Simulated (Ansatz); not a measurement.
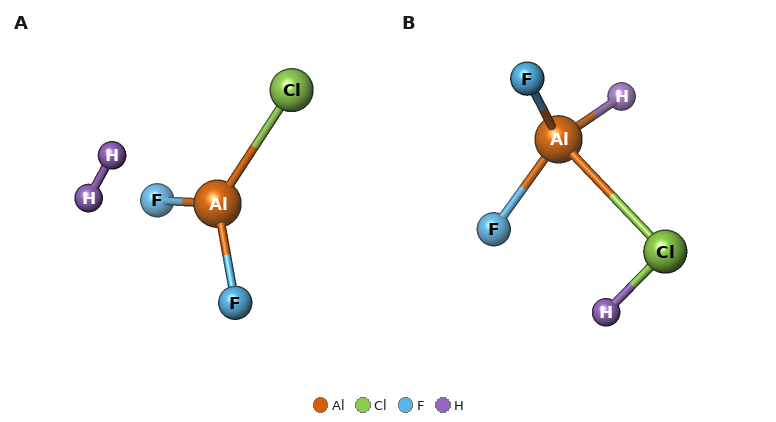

2 stationary structures of one formula. Geometries: PBE0-D4/def2-TZVP. Electronic energies: r2SCAN0-D4/def2-TZVPP (Ansatz 0.2.0), without zero-point energy.

> Which is lowest in energy, and by how much?

A is lowest (Cs, a saddle point of order 1); B lies 26.5 kcal/mol above it (C1, a minimum).

Give E(B) − E(A) in kcal/mol at these levels too: ωB97M-V/def2-TZVPP; BHLYP-D4/def2-TZVPP; B3LYP-D4/6-31G; r2SCAN0-D4/def2-TZVPP; PBE0-D4/def2-TZVPP; RHF/STO-3G; RHF-CCSD(T) (frozen core)/def2-SVP; PBE-D4/def2-SVP.

| level | E(B) − E(A) (kcal/mol) |
| --- | --- |
| ωB97M-V/def2-TZVPP | +24.7 |
| BHLYP-D4/def2-TZVPP | +25.4 |
| B3LYP-D4/6-31G | +21.4 |
| r2SCAN0-D4/def2-TZVPP | +26.5 |
| PBE0-D4/def2-TZVPP | +24.8 |
| RHF/STO-3G | +45.5 |
| RHF-CCSD(T) (frozen core)/def2-SVP | +21.8 |
| PBE-D4/def2-SVP | +22.4 |
